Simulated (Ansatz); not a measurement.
**BF₂H₃Si: inputs that go wrong**

Aim: try 4 inputs for BF₂H₃Si as typed, read how each ends, and find what has to change.

The runs use Ansatz 0.2.0, Gaussian basis; the settings change from run to run.

### Step 1. The geometry

An earlier PBE0-D4 in a triple-zeta def2 set relaxation fixed the geometry.

SMILES `FB(F)[SiH3]`, 7 atoms, charge 0, spin multiplicity 1.

Atoms are counted from 1 here; the program's logs count them from 0.

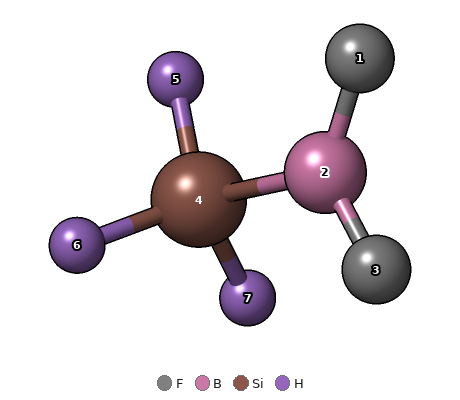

The geometry (fluorine grey, boron pink, silicon brown, hydrogen purple); atoms are numbered from 1 in the order of the file.

### Step 2. Try 1

Contents of in.yaml:

```yaml
crystal:
  periodic: [false, false, false]
  atoms:
    - {symbol: F, position_ang: [1.870547, -0.649796, 0.966167]}
    - {symbol: B, position_ang: [0.619315, -0.824626, 0.587099]}
    - {symbol: F, position_ang: [0.059884, -1.969545, 0.930821]}
    - {symbol: Si, position_ang: [-0.418448, 0.585919, -0.449207]}
    - {symbol: H, position_ang: [0.487371, 1.645908, -0.958565]}
    - {symbol: H, position_ang: [-1.423165, 1.196174, 0.462639]}
    - {symbol: H, position_ang: [-1.134205, -0.052034, -1.584555]}
basis:
  gaussian: {orbitals: "6-31G*"}
magnetization: {spin_polarized: true, initial_magnetization: 1}
hamiltonian: {xc: {name: B97M-V}}
output: {forces: true}
```

Run with:

```sh
$ ansatz run in.yaml --threads 4 --pin off --events-out ev --progress --plain --max-ram 10444MiB
```

Log:

```text
Error: a molecule whose nuclei and cores have a total charge of 40 cannot have a net charge of 0 together with 1 unpaired electrons
```

It took 0.05 s on 4 threads of Arm Neoverse N1, shared host.

**Diagnosis.** Refused before any calculation. The number of unpaired electrons doesn't fit the electron count. Cure: make charge and initial_magnetization agree: an even electron count takes an even number of unpaired electrons.

### Step 3. Try 2

Contents of in.yaml:

```yaml
crystal:
  periodic: [false, false, false]
  atoms:
    - {symbol: F, position_ang: [3.534824, -1.227937, 1.825792]}
    - {symbol: B, position_ang: [1.170337, -1.558317, 1.109457]}
    - {symbol: F, position_ang: [0.113165, -3.721902, 1.758997]}
    - {symbol: Si, position_ang: [-0.790753, 1.107227, -0.848879]}
    - {symbol: H, position_ang: [0.920998, 3.110316, -1.811426]}
    - {symbol: H, position_ang: [-2.689394, 2.260442, 0.874262]}
    - {symbol: H, position_ang: [-2.143337, -0.098329, -2.994376]}
basis:
  gaussian: {orbitals: STO-3G}
hamiltonian: {xc: {name: CAM-B3LYP}, dispersion: d4}
output: {forces: true}
```

Same command.

Log, shortened:

```text
Functional definition: CAM-B3LYP
  name "CAM-B3LYP"
  cite "Yanai, Tew & Handy, Chem. Phys. Lett. 393, 51 (2004) doi:10.1016/j.cplett.2004.06.011"
  cite "Iikura, Tsuneda, Yanai & Hirao, J. Chem. Phys. 115, 3540 (2001) doi:10.1063/1.1383587"
  cite "Becke, Phys. Rev. A 38, 3098 (1988) doi:10.1103/PhysRevA.38.3098"
  cite "Lee, Yang & Parr, Phys. Rev. B 37, 785 (1988) doi:10.1103/PhysRevB.37.785"
  cite "Vosko, Wilk & Nusair, Can. J. Phys. 58, 1200 (1980) doi:10.1139/p80-159"
[...]
  # Exact exchange under (alpha + beta erf(omega r))/r, Becke's under what is left of 1/r.
[...]
322 factors; integrals over basis functions are off by at most 5.4e-5 eV
147 factors; integrals over basis functions are off by at most 1.4e-6 eV
[...]
mean field -13820.90152085 eV, -507.9087627477 hartree, gradient 1.5e-5 eV, S^2 0.000000; 4 other end points of the search recorded, 0 dependent functions left out
[...]
reference -13820.90163076 eV, -507.9087667867 hartree; 20, 20 occupied and 7, 7 virtual orbitals, 322 factors
Total energy: -13820.98942103 eV, -507.9119930197 hartree
Atom 0 at     3.534824    -1.227937     1.825792 Å, force    -3.776208    -0.488180    -1.163459 eV/Å
Atom 1 at     1.170337    -1.558317     1.109457 Å, force     1.737634    -2.417613     1.816904 eV/Å
Atom 2 at     0.113165    -3.721902     1.758997 Å, force     1.641067     3.447726    -1.051561 eV/Å
Atom 3 at    -0.790753     1.107227    -0.848879 Å, force    -1.227493     1.529639    -1.078577 eV/Å
Atom 4 at     0.920998     3.110316    -1.811426 Å, force    -1.768816    -2.101283     1.010296 eV/Å
Atom 5 at    -2.689394     2.260442     0.874262 Å, force     1.974548    -1.204625    -1.765240 eV/Å
Atom 6 at    -2.143337    -0.098329    -2.994376 Å, force     1.419268     1.234336     2.231636 eV/Å
Dipole moment:    -0.166146     0.254947    -0.197612 e Å
```

It took 1.1 s on 4 threads of Arm Neoverse N1, shared host.

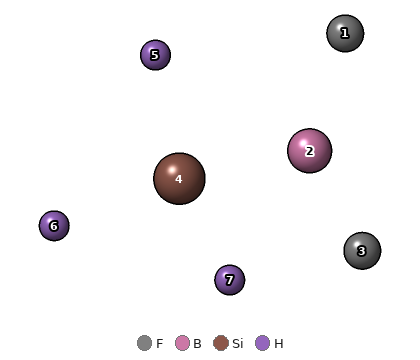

The geometry of this input.

**Diagnosis.** It ended without an error, which proves nothing about the input. The coordinates are in bohr but typed as ångström. The shortest distance is 2.49 Å (F1–B2), against 1.32 Å in the relaxed molecule. Its energy is no property of the relaxed molecule. To mend it, take the coordinates from the file in ångström.

### Step 4. Try 3

Contents of in.yaml:

```yaml
crystal:
  periodic: [false, false, false]
  atoms:
    - {symbol: F, position_ang: [1.819109, -0.638286, 1.001186]}
    - {symbol: B, position_ang: [0.624369, -0.847731, 0.567981]}
    - {symbol: F, position_ang: [0.037641, -1.930595, 0.977401]}
    - {symbol: Si, position_ang: [-0.432149, 0.549601, -0.439803]}
    - {symbol: H, position_ang: [0.469685, 1.652827, -0.969568]}
    - {symbol: H, position_ang: [-1.443343, 1.255360, 0.464645]}
    - {symbol: H, position_ang: [-1.098000, -0.060505, -1.652827]}
basis:
  gaussian: {orbitals: aug-pcseg-2}
total_charge: 4
hamiltonian: {xc: {name: BHLYP}, dispersion: d3bjatm}
output: {forces: true}
```

Launched as before.

Log, shortened:

```text
Functional definition: BHLYP
  name "BHLYP"
  cite "Becke, J. Chem. Phys. 98, 1372 (1993) doi:10.1063/1.464304"
  cite "Becke, Phys. Rev. A 38, 3098 (1988) doi:10.1103/PhysRevA.38.3098"
  cite "Lee, Yang & Parr, Phys. Rev. B 37, 785 (1988) doi:10.1103/PhysRevB.37.785"
[...]
1219 factors; their error is unknown
[...]
mean field -13947.78309917 eV, -512.5715747475 hartree, gradient 3.8e-5 eV, S^2 0.000000; 2 other end points of the search recorded, 0 dependent functions left out
[...]
reference -13947.78324533 eV, -512.5715801189 hartree; 18, 18 occupied and 239, 239 virtual orbitals, 1219 factors
Total energy: -13947.93364924 eV, -512.5771073606 hartree
Atom 0 at     1.819109    -0.638286     1.001186 Å, force    -1.029666     2.777393    -2.067334 eV/Å
Atom 1 at     0.624369    -0.847731     0.567981 Å, force     6.826206    -9.437327     7.116148 eV/Å
Atom 2 at     0.037641    -1.930595     0.977401 Å, force    -2.449837     1.587962    -1.864180 eV/Å
Atom 3 at    -0.432149     0.549601    -0.439803 Å, force    -5.677436    -1.738885    -0.546010 eV/Å
Atom 4 at     0.469685     1.652827    -0.969568 Å, force     3.118686     5.649545    -2.346697 eV/Å
Atom 5 at    -1.443343     1.255360     0.464645 Å, force    -1.046939     3.026486     3.057990 eV/Å
Atom 6 at    -1.098000    -0.060505    -1.652827 Å, force     0.258986    -1.865174    -3.349916 eV/Å
Dipole moment:    -1.440951     2.335039    -1.741454 e Å
```

Run time: 17 s. Hardware: 4 threads of Arm Neoverse N1, shared host; peak memory 0.83 GiB.

**Diagnosis.** It ended without an error, which proves nothing about the input. The charge is far from anything that the molecule holds. Its coordinates are also moved off the relaxed structure. It asks for charge +4; the species has 0. Its energy belongs to another ion. To mend it, type the charge that the molecule really has.

### Step 5. Try 4

Contents of in.yaml:

```yaml
crystal:
  periodic: [false, false, false]
  atoms:
    - {symbol: F, position_ang: [1.870547, -0.649796, 0.966167]}
    - {symbol: B, position_ang: [0.619315, -0.824626, 0.587099]}
    - {symbol: F, position_ang: [0.059884, -1.969545, 0.930821]}
    - {symbol: Si, position_ang: [-0.418448, 0.585919, -0.449207]}
    - {symbol: H, position_ang: [0.487371, 1.645908, -0.958565]}
    - {symbol: H, position_ang: [-1.423165, 1.196174, 0.462639]}
    - {symbol: H, position_ang: [-1.134205, -0.052034, -1.584555]}
basis:
  gaussian: {orbitals: def2-SVP}
hamiltonian: {xc: {name: r2SCAN}}
correlation: {method: rpa}
md: {timestep: 1 fs, n_steps: 20, ensemble: nvt_langevin, temperature: 500, initial_velocities: maxwell_boltzmann, friction: 0.01, seed: 491}
```

Same command.

Log:

```text
Error: forces are implemented only for Hartree–Fock and Kohn–Sham states of molecules, for MP2, coupled cluster and FCI on these and for active spaces without a correction or with SC-NEVPT2: ask for no forces
```

It took 0.05 s on 4 threads of Arm Neoverse N1, shared host.

What is wrong: Refused before any calculation. The last message tells what the program can't do with this input.

### Step 6. How the tries ended

```csv
try,level,ended,cause,time
1,B97M-V/6-31G*,refused,the number of unpaired electrons doesn't fit the electron count,0.05 s
2,CAM-B3LYP/STO-3G,converged,the coordinates are in bohr but typed as ångström,1.1 s
3,BHLYP/aug-pcseg-2,converged,the charge is far from anything that the molecule holds,17 s
4,RPA/def2-SVP,refused,see the message,0.05 s
```

**Reading.** 2 refused, 2 converged. A refusal costs next to no computing time. The dangerous case is the input that converges on a wrong geometry, charge, spin, basis or grid: often only a look at the input shows it.
